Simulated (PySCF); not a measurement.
**C3H5AlClF (SMILES C=C[CH2][Al]([F])[Cl]): density, localisation and related maps**

```xyz
11

C    -1.7916    0.0225   -0.5636
C    -0.8240   -0.6155    0.0762
C     0.2338    0.0467    0.8862
Al    1.8995    0.3153   -0.2056
F     3.2626    0.7279    0.6410
Cl    2.0273    0.1294   -2.2187
H    -2.5373   -0.5007   -1.1361
H    -1.8757    1.0971   -0.5352
H    -0.7632   -1.6953    0.0167
H    -0.1126    1.0222    1.2432
H     0.4866   -0.5468    1.7701
```

Geometry: GFN2-xTB.

Level of theory: PBE0/pcSseg-1, SCF density, gas phase, non-relativistic (PySCF).

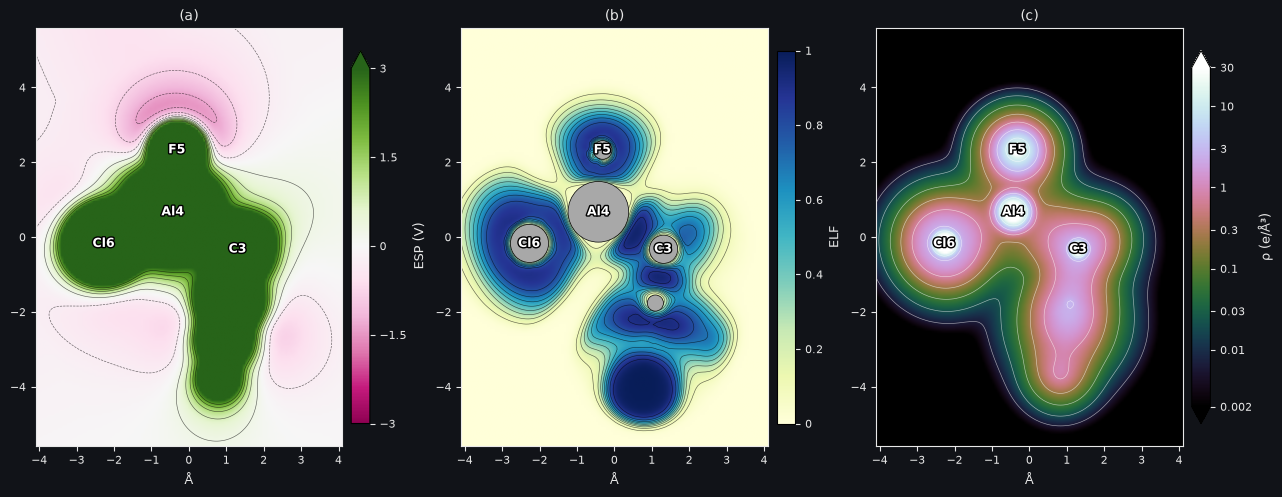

Figure 1. (a) electrostatic potential; (b) electron localisation function; (c) electron density on the plane of atoms F5, Al4 and Cl6. Grey discs cover the atomic cores in the ELF map.

Q: Describe what can be read from this map.

A: The section cuts through C, Al, F and Cl sites. Al–F (1.66 Å): the density is about 0.84 e/Å³ at the midpoint; the ELF peaks at about 0.85 in the valence shell of F, 0.5 Å from its nucleus, and is about 0.30 at the midpoint. C–Al (2.01 Å): ρ is about 0.66 e/Å³ halfway; the ELF peaks at about 0.95 between the atoms (a shared but strongly polarised pair). Al–Cl (2.03 Å): the density is about 0.84 e/Å³ at the midpoint; the ELF peaks at about 0.85 in the valence shell of Cl, 0.9 Å from its nucleus, and is about 0.80 at the midpoint. The ELF also peaks beside Cl6 and F5, away from the bonds: lone-pair regions. Outside the dense part of the molecule the potential is most negative (−1.5 V) near F5.

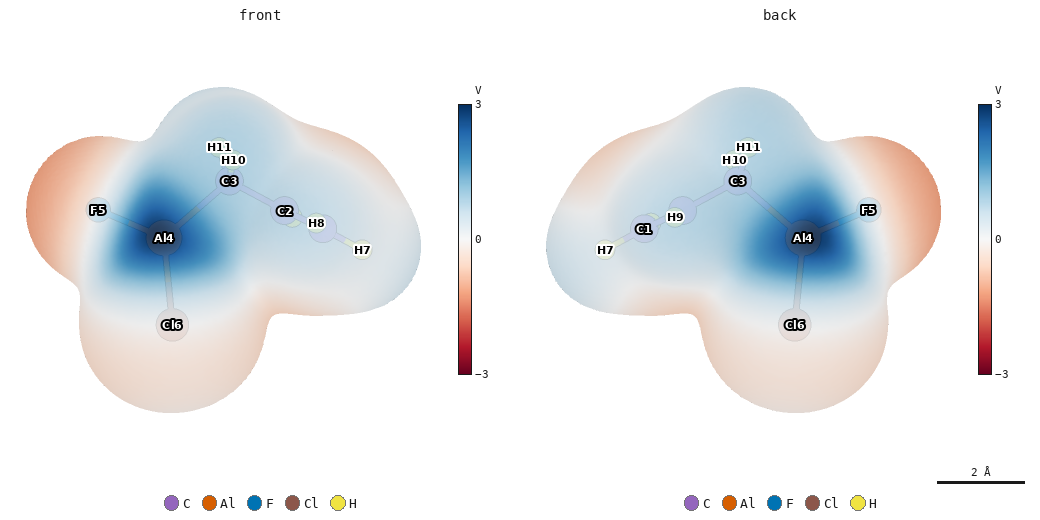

Figure 2. The electrostatic potential painted on the density surface at 0.001 e/bohr³, seen from the front and from behind; red is negative and blue positive.

Q: Which sites attract a positive test charge, and which a negative one?

A: A positive charge is drawn to the negative regions and a negative charge to the positive ones. The most negative region (about −1.2 V) lies over F5, the most positive (about +2.8 V) over Al4.

Q: How polar is the molecule by this calculation?

A: Its dipole moment is 1.60 D.
